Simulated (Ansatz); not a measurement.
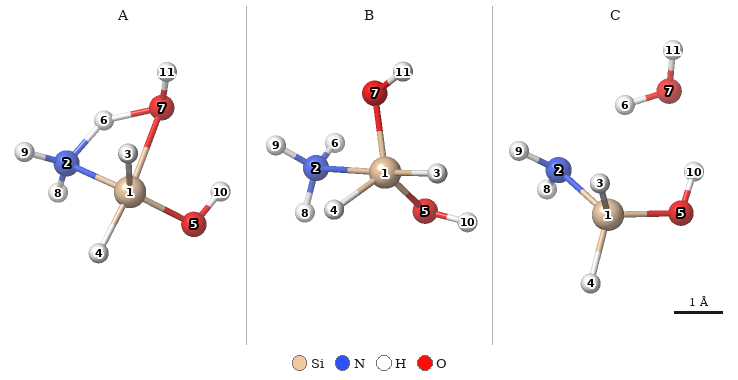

Three geometries of SiNH7O2: a saddle point and the two minima that it joins, in shuffled order. The picture is a ball-and-stick view, seen at a tilt. Sticks join atoms that are closer than about 1.2 times the sum of their covalent radii (a little more with hydrogen).

Stationary points at PBE0-D4/def2-TZVP, single-point energies with CCSD(T)/CBS, r2SCAN0-D4, wB97X-V, B97M-V (def2-TZVPP where no basis is named; Ansatz 0.2.0). The energies are electronic, without zero-point or thermal terms, and both ends are the minima reached downhill from the saddle, with any fragments still in contact. CCSD(T)/CBS stands for a frozen-core estimate: MP2 correlation extrapolated from def2-TZVPP and def2-QZVPP, CCSD(T) minus MP2 from the smaller set.

### Identify the saddle point and describe the reaction.

Frame A is the saddle point. Counted by bonded pieces, C holds H₂O + SiH₅NO and B holds NH₃ + SiH₄O₂. From C over the saddle to B, bonds form: Si1–O7 (3.34 → 2.09 → 1.67 Å), N2–H6 (2.00 → 1.20 → 1.01 Å). Bonds break: Si1–N2 (1.74 → 1.87 → 2.13 Å), H6–O7 (0.98 → 1.30 → 2.62 Å). The saddle has one imaginary mode, 971i cm⁻¹. With CCSD(T)/CBS the barrier is 27.0 kcal/mol from C and 33.2 kcal/mol from B, and B lies 6.2 kcal/mol below C.

| level | barrier from C (kcal/mol) | barrier from B (kcal/mol) | B less C (kcal/mol) |
| --- | --- | --- | --- |
| CCSD(T)/CBS | 27.0 | 33.2 | −6.2 |
| r2SCAN0-D4 | 25.2 | 32.2 | −7.0 |
| wB97X-V | 26.0 | 32.2 | −6.2 |
| B97M-V | 26.6 | 34.4 | −7.9 |

Against CCSD(T)/CBS, B97M-V comes closest on the barrier from C (−0.4 kcal/mol) and r2SCAN0-D4 misses most (−1.8 kcal/mol).
